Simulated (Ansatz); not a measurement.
## Electronic structure of Al2H4O (SMILES [AlH2][O][AlH2]) in real space

Input file:

```
crystal:
  periodic: [false, false, false]
  atoms:
    - {symbol: Al, position_ang: [-1.433725, 0.281979, -0.819936]}
    - {symbol: O, position_ang: [0.009263, -0.005481, -0.005915]}
    - {symbol: Al, position_ang: [1.451362, -0.300315, 0.807043]}
    - {symbol: H, position_ang: [-1.371799, 0.981867, -2.237497]}
    - {symbol: H, position_ang: [-2.787314, -0.160937, -0.130883]}
    - {symbol: H, position_ang: [1.995163, 0.804389, 1.800544]}
    - {symbol: H, position_ang: [2.198351, -1.669400, 0.540945]}
basis:
  gaussian: {orbitals: def2-TZVPP}
hamiltonian: {xc: pbe0, dispersion: d4}
output: {orbitals: {seedname: orbitals}}
```

Launched as:

```sh
ansatz run in.yaml --threads 4 --pin off --events-out ev --progress --plain --max-ram 10444MiB
```

Geometry: PBE0-D4/def2-TZVP.

Computed with RKS PBE0-D4/def2-TZVPP (Ansatz).

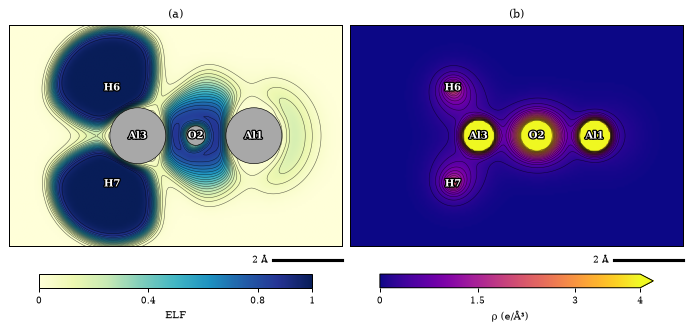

Figure 1. (a) ELF; (b) electron density on the plane of atoms O2, Al3 and H6. Grey discs cover the atomic cores in the ELF map.

### What does the map show?

The section cuts through Al, O and H sites.
Al–O (1.68 Å): the density is about 0.91 e/Å³ at the midpoint; the ELF peaks at about 0.85 in the valence shell of O, 0.6 Å from its nucleus, and is about 0.40 at the midpoint.
Al–H (1.58 Å): the density is about 0.56 e/Å³ at the midpoint; the ELF climbs to about 1 towards the hydrogen.
The ELF also peaks beside O2, away from the bonds: lone-pair regions.

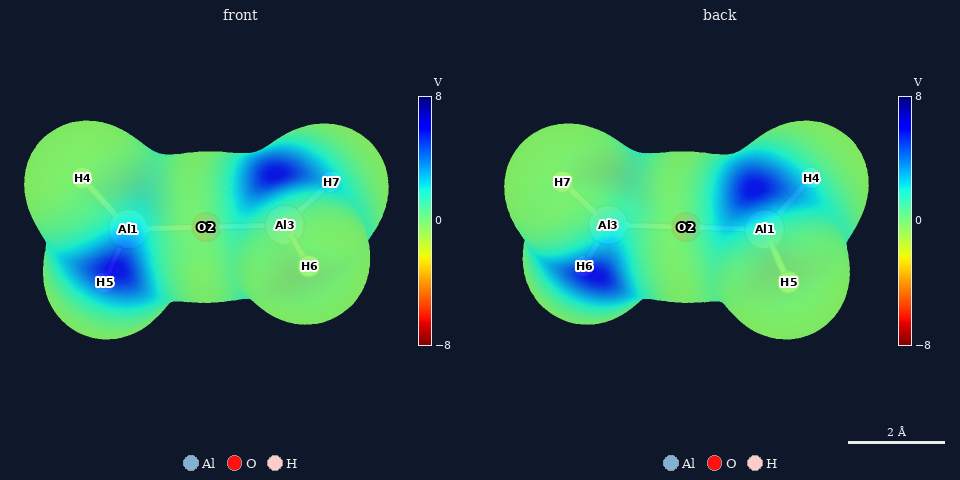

Figure 2. The molecular electrostatic potential painted on the density surface at 0.004 e/bohr³, seen from the front and from behind; red is negative and blue positive.

### Which sites attract a positive test charge, and which a negative one?

A positive charge is drawn to the negative regions and a negative charge to the positive ones. The most negative region (about −0.3 V, or −7 kcal/mol for a unit charge) lies over H4, H5, H6 and H7, the most positive (about +6.0 V, or +138 kcal/mol for a unit charge) over Al1 and Al3.
